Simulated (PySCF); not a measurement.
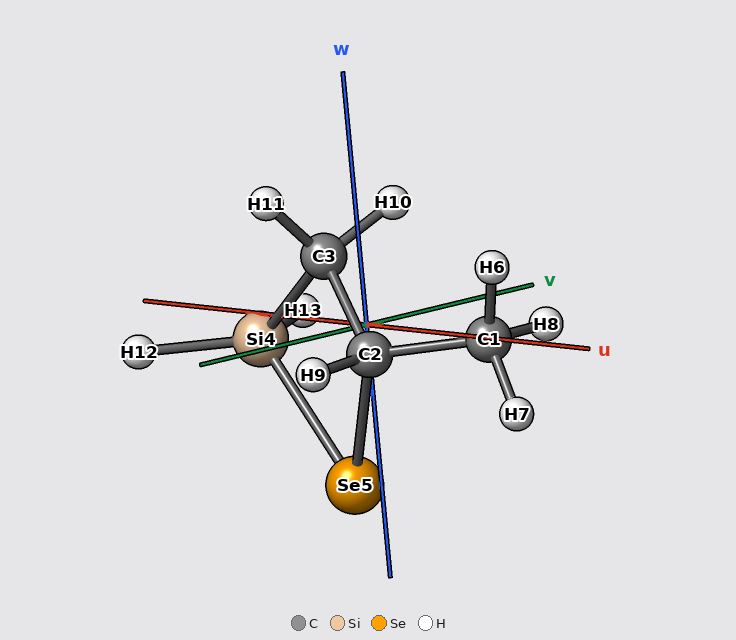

The lines u, v and w are the principal axes of the static dipole polarisability. The geometry was computed by an optimisation with GFN2-xTB. No frequency run is at hand to confirm it as a minimum. Level of theory: B3LYP/def2-SVPD (PySCF 2.14.0).

Along which axis is the molecule most polarisable, and along which least?

Most along u (close to the long direction C1···Si4), least along v.

Give the three principal values.

u 102.6, v 75.0, w 93.7 bohr³; mean 90.4, anisotropy 24.4 bohr³.

The geometry is semi-empirical. Around Se, Si such bond lengths and angles can be off by a tenth of an ångström or more and by several degrees, and values that hang on the shape move with them.
